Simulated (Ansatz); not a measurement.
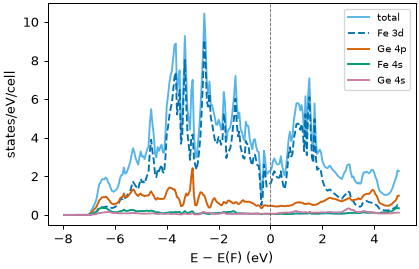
Total and projected density of states of Fe₃Ge₂ in space group P-6m2 (No. 187; Fe on 2g, Fe on 1e, Ge on 1f, Ge on 1c), DFT-r²SCAN in the program Ansatz with PAW potentials

Problem. Which orbitals carry the states next to the Fermi level?

Solution. Within 0.5 eV of the Fermi level: Fe 3d 73 %, Ge 4p 18 %. Projections are on Löwdin-orthogonalised atomic valence shells; empty p or d shells of many metals are not among them.

Problem. Where is the tallest occupied peak in this window, and what makes it?

Solution. Near -2.5 eV, about 10 states/eV per cell; the largest projected share is Fe 3d.

The first step of the workflow began from a Materials Project structure, measured or hypothetical; the Crystallography Open Database copy checked does not list it. Whether it is the stable phase at ambient conditions was not checked. The r²SCAN relaxation kept the symmetry of its start; whether a distortion lowers the energy is not shown. Magnetic state: ferromagnetic, the only order run, not a proven ground state. Other orbital occupations within this spin state were not tried. Spin–orbit coupling is left out wherever it is not named.

Potentials: the later of the program's two PAW sets.
